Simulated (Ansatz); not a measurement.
## Pressure series in hypothetical NiAs type TlF

The parent structure is TlF in the NiAs type structure (space group P6_3/mmc, No. 194; a = 3.752 Å, c = 6.890 Å; a hypothetical phase, not in the database extracts checked).

Cell and atoms are relaxed at each pressure.

Level of theory: DFT with PBEsol, PAW potentials and a 420 eV plane-wave cutoff in Ansatz (a first-principles code), no spin-orbit coupling.

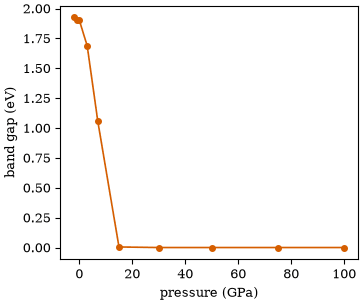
*Band gap against pressure*

```
pressure (GPa)  band gap
--------------  --------
-2               1.93 eV
-1               1.91 eV
3                1.69 eV
7                1.06 eV
15                  zero
30                  zero
50                  zero
75                  zero
100                 zero
```

A case with no gap was solved on a k-mesh chosen for an insulator, which is coarse for it. From pressure 15 GPa on, the axis ratios lie over 15 % from the base's, so the cell there is far from its starting form. Spin-orbit coupling, missing from the scalar runs, can matter with Tl. Load acts through the strain it causes; cell and atoms are relaxed under it. Stability against distortions was not tested. Competing high-pressure phases were not computed. All final runs are without spin polarisation. The zero or small gap of TlF under pressure 15 GPa and TlF under pressure 30 GPa can change with the level of theory.
